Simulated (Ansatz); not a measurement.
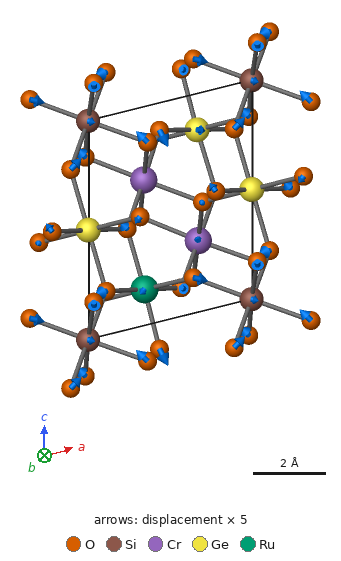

This is a relaxation of a crystal of Cr2SiGe2RuO12 (a generated structure, set up in P1) (coarse preliminary run). The starting structure is drawn; blue arrows show the displacements (the part carried along by the change of the cell is left out), 5 times their true length.

Style: ball-and-stick. Shown: the cell of the calculation, along the b axis.

Case: elements placed on the rutile lattice with like neighbours.

Level of theory: Ansatz, DFT PBE, scalar-relativistic, plane waves, PAW. Settings: plane-wave cutoff 420 eV; k-point mesh 3 × 3 × 2; occupations gaussian; smearing width 0.1 eV; mesh shifted by (0, 0, 0.5); collinear spin; cell and atoms relaxed; force threshold 0.04 eV/Å; at most 50 steps.

Question: Which element moves most?

Answer: Oxygen: up to 0.11 Å, against 0.06 Å for germanium.

Question: Describe the change and its energy.

Answer: The largest move relative to the cell is that of an O atom, 0.11 Å along [1 0 −2]. By element the largest moves are O 0.11 Å, Ge 0.06 Å, Si 0.05 Å, Ru 0.04 Å, Cr 0.03 Å. The drawn cell changes as follows: a 4.965 → 5.302 Å (+6.8 %), b 4.965 → 5.303 Å (+6.8 %), c 6.480 → 6.932 Å (+7.0 %), α 71.9° → 72.6°, β 71.9° → 72.6°, γ 72.7° → 72.5°; the volume changes by +22.7 %. Some distances before and after: Cr–Cr 2.727 → 2.954 Å, O–Ru 1.728 → 1.950 Å, O–Ru 1.773 → 1.975 Å, O–Ru 1.796 → 1.989 Å. Among the angles between lasting bonds that change: Si–O–Ge 128.6° → 134.9°, O–Ge–O 179.2° → 173.0°, O–Cr–O 80.7° → 74.7°. The space group (tolerance 0.01 Å) goes from P1 (No. 1) to Cm (No. 8). The energy falls by 484 meV per atom in 6 accepted moves (9 points after the start). Largest force component: 4.4 eV/Å at the start, 0.0078 eV/Å at the end. The pressure goes from 87.47 to 0.06 GPa. The line search rejected the trial step at point 3 of the run. At 2 points the geometry stayed and the basis and grid were re-selected for the new cell (energy shift of 28.2 meV per atom at most each time). The run took 2.4 min on 4 threads of Intel(R) Xeon(R) Platinum 8488C (Sapphire Rapids), on a shared host, peak memory 0.85 GiB.

Limits of the set-up: the k-point mesh is coarse for a cell with partly filled bands.
